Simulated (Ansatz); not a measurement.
AlCo (CsCl type)

```
AlCo
1.0
    2.85208     0.00000     0.00000
    0.00000     2.85208     0.00000
    0.00000     0.00000     2.85208
Al Co
1 1
Cartesian
  0.00000   0.00000   0.00000
  1.42604   1.42604   1.42604
```

In this cell atom 1 (Al, nearest neighbour Co at 2.470 Å; its periodic images, 2.9 Å or more away, move with it) is moved by s towards the nearest neighbour, unit vector (-0.577, -0.577, -0.577); all other atoms and the cell stay fixed.

Level of theory: PBE (plane waves to 420 eV, PAW, scalar-relativistic; Ansatz, a first-principles code). k mesh 13×13×13 (Γ-centred), Fermi-Dirac smearing 0.05 eV. The energy includes the smearing's −TS. Stress and pressure are positive under compression. With partly filled bands, energies and forces of such displacements shift with the k mesh and the smearing. AlCo is run without spin polarisation. AlCo was relaxed with its symmetry unable to fall. ΔE is measured from the undisplaced structure.

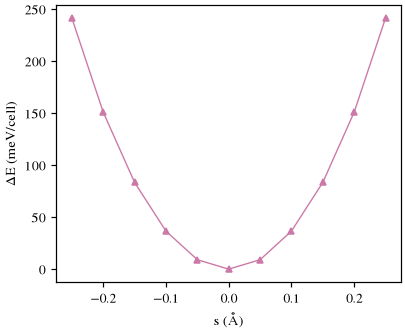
ΔE (meV/cell) against s (Å); one marker a computed point.

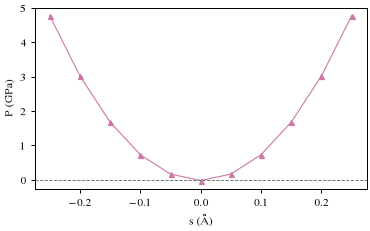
*P (GPa) against s (Å); markers are the computed points, lines only join them.*

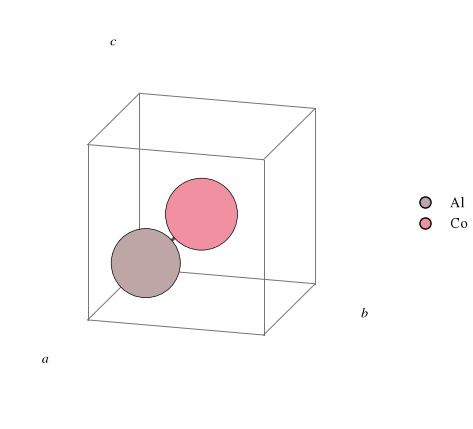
Figure: The cell of the calculation at s = -0.250 Å.

The force constant k = d²E/ds² at s = 0 (finite differences) is 7.24 eV/Å². The force along the line at s = -0.250 Å is 2.06 eV/Å. The zone-centre optical wavenumber from k is 326 cm⁻¹. Symmetry of the curve: even: the same for both signs. Shape of the curve: a single well with its minimum at or next to zero displacement.

The forces along the line at the two nearest points give (0.364 − (-0.364)) / (2·0.050) = 7.28 eV/Å²; the next pair corrects for the finite step.

(A displaced cell: forces are minus the slopes of the energy, force constants its curvatures, and phonons follow from these.)
